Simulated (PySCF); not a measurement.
**One shape, several levels: triplet AlClF2**

Wanted: a comparison of 6 runs (U-wB97X/def2-SVPD, UB3LYP/def2-SVPD, UM06-2X/def2-SVPD, UPBE0/def2-SVPD, UTPSS/def2-SVPD, UCCSD(T)/def2-SVPD) of triplet AlClF2. The job is set up through a Python script.

Program for the calculation: PySCF 2.14.0.

4 further runs of the same task are left out: 4 set aside as unsound or not needed.

### Step 1. Starting point

AlClF2 has 4 atoms, charge 0, and is taken as a triplet. As SMILES of the parent species, `[F][Al]([F])[Cl]`. The shape is that of a PBE0-D4/def2-TZVP optimisation. That shape belongs to the parent species and isn't relaxed for this state.

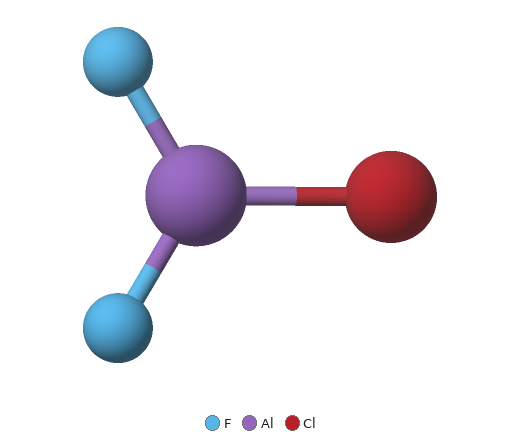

The structure, seen from a chosen angle (fluorine blue, aluminium purple, chlorine red).

### Step 2. The energy at U-wB97X/def2-SVPD (run 1)

File job.py:

```python
from pyscf import gto, dft

mol = gto.M(
    atom='''
F      1.884435     1.363929     2.172505
Al     0.130920    -0.095904     0.101233
F      0.516821    -3.125267    -0.311162
Cl    -2.532195     1.857242    -1.962594
''',
    max_memory=1860,
    unit='bohr',
    basis='def2-svpd',
    verbose=4,
    spin=2,
)

mf = dft.UKS(mol)
mf.xc = 'wb97x'
mf.grids.level = 5
mf.conv_tol = 1e-10
mf.kernel()
if not mf.converged:
    mf = mf.newton().run(mf.mo_coeff, mf.mo_occ)

energy = mf.e_tot
print(f'total energy: {energy:.8f} hartree')
```

Command:

```sh
OMP_NUM_THREADS=1 python job.py
```

The log of the run:

```text
PySCF version 2.14.0

[... 58 lines left out ...]
[... the frontier-level lines of each cycle are left out ...]
[... 17 lines left out ...]
[... 17 lines left out ...]
[... 17 lines left out ...]
[... 17 lines left out ...]
[... 1 line left out ...]
cycle= 14 E= -901.853754605658  delta_E= -3.14e-10  |g|= 4.12e-06  |ddm|= 0.000149


cycle= 15 E= -901.853754605705  delta_E= -4.71e-11  |g|= 1.68e-06  |ddm|= 6.39e-05


Extra cycle  E= -901.853754605707  delta_E= -1.82e-12  |g|= 1.6e-06  |ddm|= 1.15e-05
converged SCF energy = -901.853754605707  <S^2> = 2.0040877  2S+1 = 3.0027239
total energy: -901.85375461 hartree
```

It took 38 s on 1 thread of Arm Neoverse V2, shared host; peak memory 0.5 GiB.

### Step 3. A single-point energy at UB3LYP/def2-SVPD (run 2)

File run.py:

```python
from pyscf import gto, dft

mol = gto.Mole()
mol.atom = 'F 0.997200 0.721760 1.149640; Al 0.069280 -0.050750 0.053570; F 0.273490 -1.653820 -0.164660; Cl -1.339980 0.982810 -1.038560'
mol.max_memory = 1860
mol.spin = 2
mol.basis = 'def2-svpd'
mol.charge = 0
mol.verbose = 3
mol.build()

myscf = dft.UKS(mol)
myscf.xc = 'b3lyp'
myscf.conv_tol = 1e-10
myscf.grids.level = 5
myscf.kernel()
if not myscf.converged:
    myscf = myscf.newton().run(myscf.mo_coeff, myscf.mo_occ)

e_tot = myscf.e_tot
print('E = %.10f Eh' % e_tot)
```

Command:

```sh
OMP_NUM_THREADS=1 python run.py
```

The log of the run:

```text
WARN: HOMO -0.10084247330159 >= LUMO -0.390645495259475

WARN: HOMO -0.124439316697197 >= LUMO -0.216745356978813

WARN: HOMO -0.138522891264713 >= LUMO -0.367890469993025

WARN: HOMO -0.131960581037065 >= LUMO -0.371991197911238

WARN: HOMO -0.13339127278918 >= LUMO -0.358008180949954

WARN: HOMO -0.134852364229802 >= LUMO -0.35553760586612

WARN: HOMO -0.134302213624156 >= LUMO -0.354421314796607

WARN: HOMO -0.134409556174806 >= LUMO -0.354564848697798

WARN: HOMO -0.134409818744205 >= LUMO -0.354575782382123

WARN: HOMO -0.134401797236052 >= LUMO -0.354576618867336

WARN: HOMO -0.134400358950268 >= LUMO -0.354571841954531

WARN: HOMO -0.134400542283411 >= LUMO -0.354572329265715

WARN: HOMO -0.134400509520427 >= LUMO -0.354573646333852

WARN: HOMO -0.13440045471919 >= LUMO -0.354574440514071

converged SCF energy = -901.956406906879  <S^2> = 2.0040457  2S+1 = 3.0026959
E = -901.9564069069 Eh
```

Wall time 27 s (1 thread of Arm Neoverse V2, shared host); peak memory 0.5 GiB.

Runs 3 to 5 aren't shown in full; the table further down has their settings and results.

### Step 4. The energy at UCCSD(T)/def2-SVPD (run 6)

File input.py:

```python
from pyscf import gto, cc

mol = gto.M(
    atom=[
    ('F', (0.997200, 0.721760, 1.149640)),
    ('Al', (0.069280, -0.050750, 0.053570)),
    ('F', (0.273490, -1.653820, -0.164660)),
    ('Cl', (-1.339980, 0.982810, -1.038560)),
],
    max_memory=1860,
    verbose=3,
    spin=2,
    basis='def2-svpd',
    charge=0,
)

calc0 = mol.UHF()
calc0.conv_tol = 1e-10
calc0.kernel()
if not calc0.converged:
    calc0 = calc0.newton().run(calc0.mo_coeff, calc0.mo_occ)

mycc = cc.CCSD(calc0, frozen=12)
mycc.kernel()
e_t = mycc.ccsd_t()
energy = mycc.e_tot + e_t
print(f'total energy: {energy:.8f} hartree')
```

Command:

```sh
OMP_NUM_THREADS=1 python input.py
```

The log of the run:

```text
WARN: HOMO -0.0546169856311156 >= LUMO -0.474361180926349

WARN: HOMO -0.188215625421999 >= LUMO -0.280344073045361

WARN: HOMO -0.187077644864334 >= LUMO -0.209521435145456

converged SCF energy = -899.899464972525  <S^2> = 2.0100424  2S+1 = 3.0066875
E(UCCSD) = -900.4994103040452  E_corr = -0.5999453315204561
UCCSD(T) correction = -0.014044674123285
total energy: -900.51345498 hartree
```

Wall time 4.3 min (1 thread of Arm Neoverse V2, shared host); peak memory 2.3 GiB.

### Step 5. Overview of the runs

```csv
run,level,integration grid,frozen core orbitals,energy (Eh),dipole moment (D) of the reference,HOMO energy (eV),⟨S²⟩,wall time
1,U-wB97X/def2-SVPD,5,–,-901.853755,5.16,-5.41,2.004,38 s
2,UB3LYP/def2-SVPD,5,–,-901.956407,3.80,-3.66,2.004,27 s
3,UM06-2X/def2-SVPD,5,–,-901.818110,5.35,-4.45,2.005,70 s
4,UPBE0/def2-SVPD,5,–,-901.461781,4.19,-3.81,2.005,29 s
5,UTPSS/def2-SVPD,5,–,-901.978187,2.68,-3.08,2.004,72 s
6,UCCSD(T)/def2-SVPD,–,12,-900.513455,5.58,-5.10,2.010,4.3 min
```

### Step 6. Outcome

```
                                                         quantity          value
                                              run 6: total energy  -900.51345 Eh
                      run 6: dipole moment (Hartree–Fock density)         5.58 D
run 6: HOMO energy (Hartree–Fock orbitals) (highest over α and β)       -5.10 eV
 run 6: LUMO energy (Hartree–Fock orbitals) (lowest over α and β)       -4.66 eV
              run 6: correlation energy (12 core orbitals frozen)     -614.0 mEh
                                            run 6: (T) correction     -14.04 mEh
                         run 6: ⟨S²⟩ of the reference determinant          2.010
                                             run 6: T1 diagnostic          0.019
```

In words: Over runs 1, 2, 3, 4, 5 the dipole moment (its size) runs from 2.68 D (UTPSS/def2-SVPD) to 5.35 D (UM06-2X/def2-SVPD). Totals of different functionals can't be ranked against each other. All runs together took 8.2 min, the longest 4.3 min.
